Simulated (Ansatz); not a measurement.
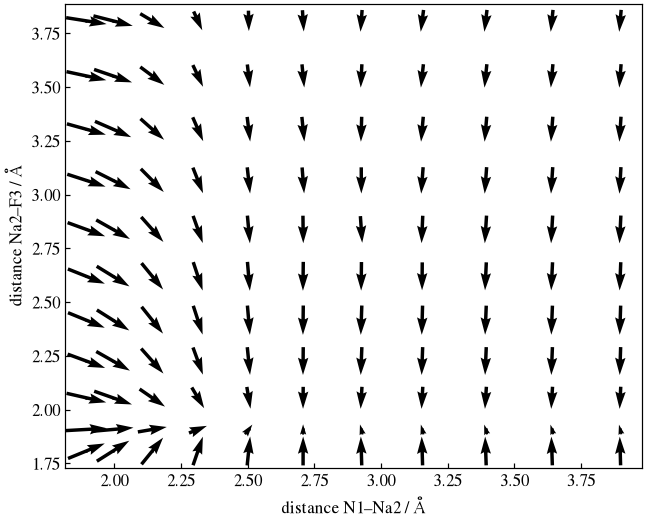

The system N + NaF, spin multiplicity 4. 
- Coordinates scanned: (1) distance N1–Na2; (2) distance Na2–F3.
- Nothing is relaxed (the angle N1–Na2–F3 is fixed at 100 degrees).
- Grid: 11 × 11 points.
- Points are written as (first, second).
- Computed with Ansatz 0.2.0, UKS BHLYP-D4/def2-SVPD.

Drawn: dots at the grid points, arrows along the force (downhill), their lengths compressed.

> The arrows alone are given. Where is the energy lowest?

The arrows converge at about (2.708 Å, 1.929 Å) (read from the interpolated surface).

The energy map of the same scan:

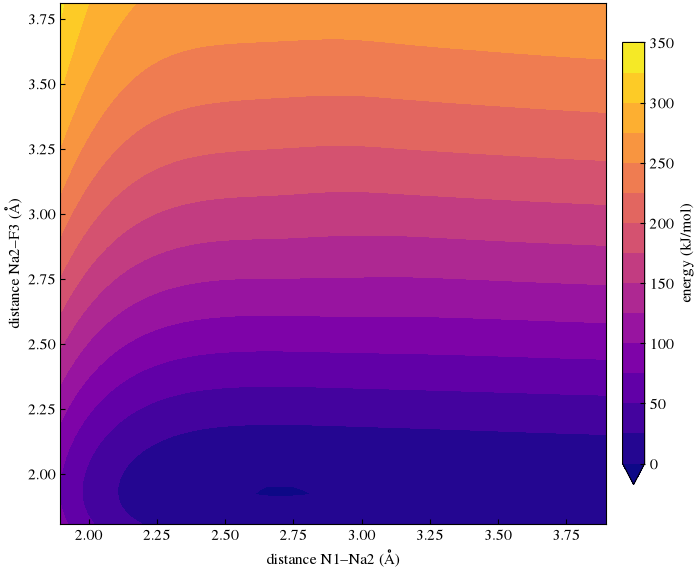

Energies are in kJ/mol, from the lowest grid point; between grid points the surface is interpolated.
